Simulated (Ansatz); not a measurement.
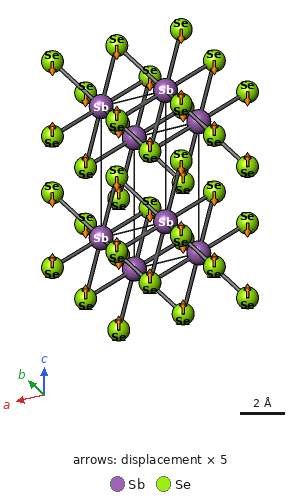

A relaxation of crystalline SbSe2 (a generated structure, set up in P4/mmm) (coarse preliminary run). The starting structure is drawn; orange arrows show the displacements (the part carried along by the change of the cell is left out), magnified 5 times.

Style: ball-and-stick. Shown: the cell of the calculation, from a free direction.

Method: DFT PBE, scalar-relativistic, plane waves, PAW in Ansatz 0.2.0.

Input file:
```yaml
crystal:
  lattice:
    - [3.36479602, 0.0, 0.0]
    - [0.0, 3.36479602, 0.0]
    - [0.0, 0.0, 6.97535484]
  atoms:
    - { symbol: Sb, position: [0.0, 0.0, 0.0] }
    - { symbol: Se, position: [0.5, 0.5, 0.28432271] }
    - { symbol: Se, position: [0.5, 0.5, 0.71567729] }
basis:
  ecutwfc: 420
kpoints:
  mp_grid: { grid: [6, 6, 4] }
hamiltonian:
  xc: pbe
scf:
  occupations: { method: gaussian, width: 0.1 }
  lower_state_search: "off"
output:
  forces: true
  stress: true
  eigenvalues: true
relax:
  adjacent_minimum: "off"
  f_tol: 0.04
  max_steps: 70
  cell: { stress_tol: 0.4 }
```

Launched with:
```bash
ansatz run input.yaml --threads 1 --pin off --max-ram 2560MiB --backend cpu --events-out ev --progress --plain --runs-dir out
```

**Which element moves most?**

Selenium: up to 0.16 Å, against 0.00 Å for antimony.

**Describe the change and its energy.**

The energy falls by 230 meV per atom in 7 accepted moves (10 points after the start). Largest force component: 0.59 eV/Å at the start, 0.0022 eV/Å at the end. Pressure: −1.64 GPa at the start and 0.17 GPa at the end. The line search rejected the trial step at point 8 of the run. The SCF was repeated twice at an unchanged geometry on a basis and grid sized afresh for the cell, which shifted the energy by 3.2 meV per atom at most. The largest moves relative to the cell, 0.16 Å, are those of Se2 and Se3. Se2 goes along −c. Sb stays in place. The volume changes by +3.6 %, with a = b 3.365 → 3.860 Å (+14.7 %), c 6.975 → 5.488 Å (−21.3 %). Some distances before and after: Se2–Se3 3.967 → 2.807 Å, Se2–Se3 (another image) 3.009 → 2.681 Å, Sb1–Se2 3.097 → 3.069 Å. Bond angles that change, for instance: Sb1–Se3–Sb1 100.4° → 125.6°, Sb1–Se3–Sb1 65.8° → 77.9°. The space group stays P4/mmm (No. 123).
